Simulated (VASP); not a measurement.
Given:

```
CELL_PARAMETERS angstrom
      0.00000     3.09417     3.09417
      3.09417     0.00000     3.09417
      3.09417     3.09417     0.00000
ATOMIC_POSITIONS crystal
  Cd 0.00000 0.00000 0.00000
  Se 0.25000 0.25000 0.25000
```

Computed with PBE GGA, VASP's PBE PAW potentials (set 64) (plane waves; VASP). Numerical set-up: 400 eV cut-off, 8×8×8 Γ-centred mesh, tetrahedra with Blöchl corrections, potentials Cd Se.

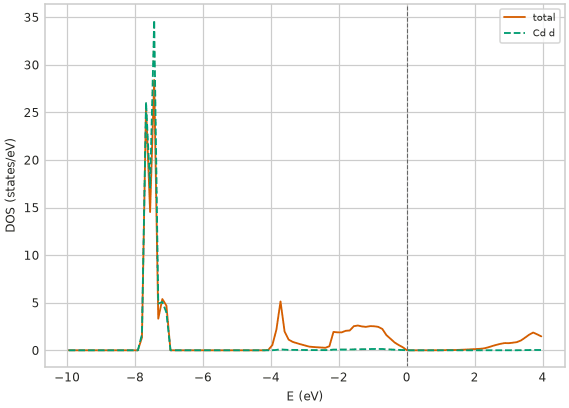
*Total and projected density of states, zero at the valence-band maximum*

Within 2 eV below the valence-band maximum the largest weight inside VASP's projection spheres is Se p.

The gap is direct, 0.50 eV, from the valence maximum at Γ to the conduction minimum at Γ.

The structure was generated: CdSe was put into the zinc blende type (F-43m), which need not be its known phase. It was relaxed first.
